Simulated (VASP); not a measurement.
# CoSi2 with PBE + U: from relaxation to properties, part 8 of 8

Wanted: the relaxed cell of CoSi2 and its properties. The start is a cell from a database of measured crystal structures.

VASP 6.6.1, plane waves and PAW; the level of theory is named at each step.

Still holding for the runs below: This run allows spin, but its moments start at zero, where symmetry between the spins tends to hold them, although Co can carry a moment. Its electron count is odd, so without a moment it is a metal by construction. A U on the itinerant d states of such a compound is hard to justify; it moves the bands at the Fermi level.

So far. Step 10 (Total and projected DOS (PBE + U)): The finer mesh and the other smearing move the Fermi level by -0.16 eV from the 6×6×6 run, one measure of the sampling error in the zero of the bands above. Of the states within 0.3 eV of the Fermi level, the largest shares in the PAW spheres are Co d 38 %, Si p 16 % and Co p 13 %. The rest lies in smaller channels or between the spheres. The relaxed cell has a = 5.309 Å (conventional setting).

### Step 12. Optical spectrum (PBE + U)

Level of this step: PBE, DFT+U (Co d 4 eV), zero-moment start; plane waves and PAW (Co, Si) (VASP).

LOPTICS sums transitions from filled to empty bands. NBANDS is raised for it.

File INCAR:

```
SYSTEM = CoSi2
PREC = Accurate
ENCUT = 400
EDIFF = 1E-06
NELM = 100
ISMEAR = 0
SIGMA = 0.05
LREAL = .FALSE.
ALGO = Normal
GGA = PE
NBANDS = 32
ISPIN = 2
MAGMOM = 0 -0 -0
LDAU = .TRUE.
LDAUTYPE = 2
LDAUL = 2 -1
LDAUU = 4 0
LDAUJ = 0 0
LDAUPRINT = 1
LASPH = .TRUE.
LMAXMIX = 4
LORBIT = 11
LWAVE = .FALSE.
LCHARG = .FALSE.
KPAR = 8
LOPTICS = .TRUE.
NEDOS = 1500
CSHIFT = 0.1
```

File POSCAR:

```
CoSi2
1.0
    0.0000000000      2.6544471679      2.6544471679
    2.6544471679      0.0000000000      2.6544471679
    2.6544471679      2.6544471679      0.0000000000
Co Si
1 2
Direct
    0.0000000000      0.0000000000      0.0000000000
    0.2500000000      0.2500000000      0.2500000000
    0.7500000000      0.7500000000      0.7500000000
```

File KPOINTS:

```
Automatic mesh
0
Gamma
9 9 9
0 0 0
```

The projector-augmented-wave data sets are Co and Si (PBE family, release 64).

Started as:

```bash
mpirun -np 8 vasp_std
```

The log of the run:

```text
[... set-up lines as in an earlier step ...]
 entering main loop
       N       E                     dE             d eps       ncg     rms          rms(c)
DAV:   1     0.697294955231E+02    0.69729E+02   -0.45676E+03  4568   0.414E+02
DAV:   2    -0.108368025651E+02   -0.80566E+02   -0.68182E+02  4832   0.123E+02
DAV:   3    -0.165177468495E+02   -0.56809E+01   -0.54663E+01  5528   0.326E+01
DAV:   4    -0.165924141029E+02   -0.74667E-01   -0.74590E-01  5176   0.366E+00
DAV:   5    -0.165937358783E+02   -0.13218E-02   -0.13217E-02  5992   0.444E-01    0.131E+01
DAV:   6    -0.178856551087E+02   -0.12919E+01   -0.58401E+00  5856   0.345E+01    0.108E+01
DAV:   7    -0.158995228847E+02    0.19861E+01   -0.26229E+00  5728   0.270E+01    0.426E+00
DAV:   8    -0.158229970156E+02    0.76526E-01   -0.11249E-01  5560   0.229E+00    0.583E-01
DAV:   9    -0.158229578379E+02    0.39178E-04   -0.82591E-03  6944   0.584E-01    0.334E-01
DAV:  10    -0.158237089369E+02   -0.75110E-03   -0.95269E-04  5552   0.200E-01    0.629E-02
DAV:  11    -0.158237151155E+02   -0.61786E-05   -0.69751E-05  5608   0.519E-02    0.208E-02
DAV:  12    -0.158237225094E+02   -0.73939E-05   -0.91935E-06  5200   0.179E-02    0.632E-03
DAV:  13    -0.158237224269E+02    0.82521E-07   -0.83172E-07  5008   0.445E-03
   1 F= -.15823722E+02 E0= -.15823111E+02  d E =-.122303E-02  mag=    -0.0000
 optical routines
 imaginary and real dielectric function
 recalculating local potential from charge density
 direction            1
 direction            2
 direction            3
```

Wall time 14 s (8 MPI ranks of Intel Xeon Platinum 8259CL at 2.50GHz (Skylake/Cascade Lake), shared host); peak memory 1.7 GiB; 84 s of CPU time.

From OUTCAR (step 12):

```text
   k-points           NKPTS =     35   k-points in BZ     NKDIM =     35   number of bands    NBANDS=     32

   NELECT =      17.0000    total number of electrons

atom =   1  type =  1  l = 2

 onsite density matrix

spin component  1

  0.7507  0.0000  0.0000  0.0000  0.0000
  0.0000  0.7507 -0.0000 -0.0000  0.0000
  0.0000 -0.0000  0.8387 -0.0000  0.0000
  0.0000 -0.0000 -0.0000  0.7507  0.0000
  0.0000  0.0000  0.0000  0.0000  0.8387

spin component  2

 occupancies and eigenvectors

  o =  0.7507  v =  1.0000  0.0000  0.0000  0.0000  0.0000  0.0000  0.0000  0.0000  0.0000  0.0000      0.0000  0.0000  0.0000  0.0000  0.0000  0.0000  0.0000  0.0000  0.0000  0.0000
  o =  0.7507  v =  0.0000  0.0787 -0.0000 -0.9969 -0.0000  0.0000  0.0000  0.0000  0.0000  0.0000      0.0000  0.0000  0.0000  0.0000  0.0000  0.0000  0.0000  0.0000  0.0000  0.0000
  o =  0.7507  v =  0.0000 -0.9969  0.0000 -0.0787 -0.0000  0.0000  0.0000  0.0000  0.0000  0.0000      0.0000  0.0000  0.0000  0.0000  0.0000  0.0000  0.0000  0.0000  0.0000  0.0000
  o =  0.7507  v =  0.0000  0.0000  0.0000  0.0000  0.0000  1.0000  0.0000  0.0000  0.0000  0.0000      0.0000  0.0000  0.0000  0.0000  0.0000  0.0000  0.0000  0.0000  0.0000  0.0000
  o =  0.7507  v =  0.0000  0.0000  0.0000  0.0000  0.0000  0.0000  0.0304 -0.0000 -0.9995  0.0000      0.0000  0.0000  0.0000  0.0000  0.0000  0.0000  0.0000  0.0000  0.0000  0.0000
  o =  0.7507  v =  0.0000  0.0000  0.0000  0.0000  0.0000  0.0000 -0.9995 -0.0000 -0.0304  0.0000      0.0000  0.0000  0.0000  0.0000  0.0000  0.0000  0.0000  0.0000  0.0000  0.0000
  o =  0.8387  v =  0.0000  0.0000  0.0000  0.0000  0.0000  0.0000 -0.0000  0.8399 -0.0000 -0.5427      0.0000  0.0000  0.0000  0.0000  0.0000  0.0000  0.0000  0.0000  0.0000  0.0000
  o =  0.8387  v =  0.0000  0.0000  0.0000  0.0000  0.0000  0.0000 -0.0000 -0.5427 -0.0000 -0.8399      0.0000  0.0000  0.0000  0.0000  0.0000  0.0000  0.0000  0.0000  0.0000  0.0000
  o =  0.8387  v =  0.0000 -0.0000 -0.8520 -0.0000  0.5236  0.0000  0.0000  0.0000  0.0000  0.0000      0.0000  0.0000  0.0000  0.0000  0.0000  0.0000  0.0000  0.0000  0.0000  0.0000
  o =  0.8387  v =  0.0000 -0.0000 -0.5236  0.0000 -0.8520  0.0000  0.0000  0.0000  0.0000  0.0000      0.0000  0.0000  0.0000  0.0000  0.0000  0.0000  0.0000  0.0000  0.0000  0.0000

 E-fermi :  10.2986

 spin component 1
 k-point     1 :       0.0000    0.0000    0.0000
  band No.  band energies     occupation
    ...
      2       5.9897      1.00000
      3       5.9897      1.00000
      4       5.9897      1.00000
      5       7.8678      1.00000
      6       7.8678      1.00000
      7      11.3906      0.00000
      8      13.8100      0.00000
      9      13.8100      0.00000
     10      13.8100      0.00000
     11      13.9802      0.00000
    ...

 k-point     2 :       0.1111    0.0000    0.0000
  band No.  band energies     occupation
    ...
      2       5.5762      1.00000
      3       6.0586      1.00000
      4       6.0586      1.00000
      5       7.8214      1.00000
      6       7.8214      1.00000
      7      11.2396      0.00000
      8      12.2869      0.00000
      9      12.8837      0.00000
     10      12.8837      0.00000
     11      14.8955      0.00000
    ...

  Total        0.0141805      0.0141805      0.0141805     -0.0000000     -0.0000000      0.0000000
  in kB        0.6073649      0.6073649      0.6073649     -0.0000000     -0.0000000      0.0000000
  external PRESSURE =       0.6073649 kB  Pullay stress =       0.0000000 kB

 POSITION                                       TOTAL-FORCE (eV/Angst)
 -----------------------------------------------------------------------------------
      0.00000      0.00000      0.00000         0.000000      0.000000     -0.000000
      1.32722      1.32722      1.32722         0.000000     -0.000000      0.000000
      3.98167      3.98167      3.98167        -0.000000      0.000000     -0.000000
 -----------------------------------------------------------------------------------
    total drift:                               -0.000000      0.000000      0.000000

  FREE ENERGIE OF THE ION-ELECTRON SYSTEM (eV)
  ---------------------------------------------------
  free  energy   TOTEN  =       -15.8237224269 eV

  energy  without entropy=      -15.8224993938  energy(sigma->0) =      -15.82311091

 plasma frequency squared (from intraband transitions) (eV^2)
  --------------------------------------------------------------------------------------
      54.556       0.000      -0.000
       0.000      54.556       0.000
      -0.000       0.000      54.556

 magnetization (x)
# of ion       s       p       d       tot
------------------------------------------
    1        0.000   0.000  -0.000  -0.000
    2        0.000  -0.000   0.000  -0.000
    3        0.000  -0.000   0.000  -0.000
--------------------------------------------------
tot          0.000  -0.000  -0.000  -0.000

[... 7 parts as in an earlier step ...]

[... 9 further parts left out ...]
```

These are independent-particle spectra without excitons or local fields, and fine structure depends on the mesh and on CSHIFT. The intraband (Drude) part is not in this spectrum.

This step gave:

- SCF cycles: 13
- bands: 32
- irreducible k-points: 35
- free energy (TOTEN): -15.82 eV
- Fermi energy: 10.30 eV
- pressure: 0.06074 GPa

The imaginary dielectric function, xx has structure finer than the step of the table below, so its rows give means over 1 eV, whole bins alone (the curve runs from 0 to 25.0 eV). Peaks (eV: height): 0.3: 7.73, 1.5: 6.36, 2.8: 13.9, 3.6: 15.2, 4.2: 13.7, 5.7: 19.4, 6.3: 15.8.

Table of imaginary dielectric function, xx by photon energy; means over each step:

| photon energy (eV) | imaginary dielectric function, xx |
| --- | --- |
| 1 | 3.21 |
| 2 | 5.78 |
| 3 | 12.3 |
| 4 | 11.0 |
| 5 | 10.4 |
| 6 | 15.4 |
| 7 | 9.91 |
| 8 | 6.10 |
| 9 | 3.91 |
| 10 | 2.83 |
| 11 | 1.98 |
| 12 | 1.56 |
| 13 | 1.10 |
| 14 | 0.840 |
| 15 | 0.637 |
| 16 | 0.620 |
| 17 | 0.501 |
| 18 | 0.379 |
| 19 | 0.375 |
| 20 | 0.343 |
| 21 | 0.275 |
| 22 | 0.309 |
| 23 | 0.281 |
| 24 | 0.249 |

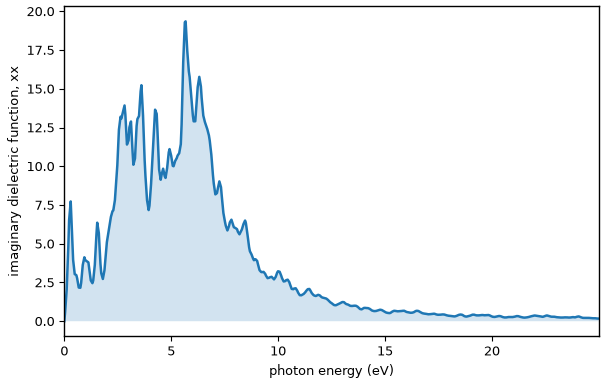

Imaginary dielectric function, xx, plotted against photon energy.

Real dielectric function, xx against photon energy:

| photon energy (eV) | real dielectric function, xx |
| --- | --- |
| 0.0 | 20.5 |
| 2.5 | 17.3 |
| 5.0 | 5.56 |
| 7.5 | -4.87 |
| 10.0 | -2.44 |
| 12.5 | -1.73 |
| 15.0 | -0.814 |
| 17.5 | -0.305 |
| 20.0 | -0.0485 |
| 22.5 | 0.246 |

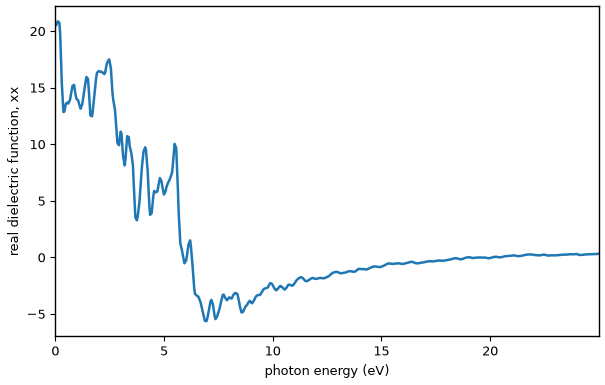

Real dielectric function, xx against photon energy.

### Step 13. Outcome

* relaxed volume: 12.47 Å³/atom
* relaxed conventional cell a, b, c: 5.309, 5.309, 5.309 Å
* space group after relaxing, within 0.02 Å: Fm-3m (No. 225)
* moment of the cell: 0 μB
* band gap: none, a metal
* DOS at the Fermi level: 0.997 states/eV/cell
* highest zone-centre mode: 334 cm⁻¹

**Reading.** With PBE + U, CoSi2 relaxes to 12.47 Å³/atom in space group Fm-3m (held by the symmetry of the run) and comes out as a metal. Against the listed cell the volume lies -3.1 %. Bands along the symmetry lines (PBE + U): Of the bands kept, 3 cross the Fermi level on this path. Zone-centre phonons (PBE + U): The highest mode in this list at Γ, 333.8 cm⁻¹, has its largest share on Si (51 % of the kinetic energy). The k-sampling is coarse for a metal, so the Fermi level, pressures and the shape of the cell carry errors. With an odd electron count and no spin the cell is a metal by construction. Modes at Γ alone can't show that the crystal is stable at other wave vectors. In such a metal, moments, volume and the states at the Fermi level hinge on the chosen U. No search among competing phases was made, and a listed structure need not be the one stable at ambient conditions. All values are for a static lattice at zero temperature.

[Lines on the potential files, build, host, timing and source positions are cut from VASP's logs without a mark.]

[Logs are printed without paths, hosts, clocks, repeated set-up lines and the standing remarks that a program may print on its own settings, such as how far it seeks lower states.]

[Hosts, paths, dates, database ids (printed as entryN), source tags and the programs' standing remarks are cut or masked in the printed files.]

[A measured line is paired with the nearest computed mode of its activity, which favours agreement.]
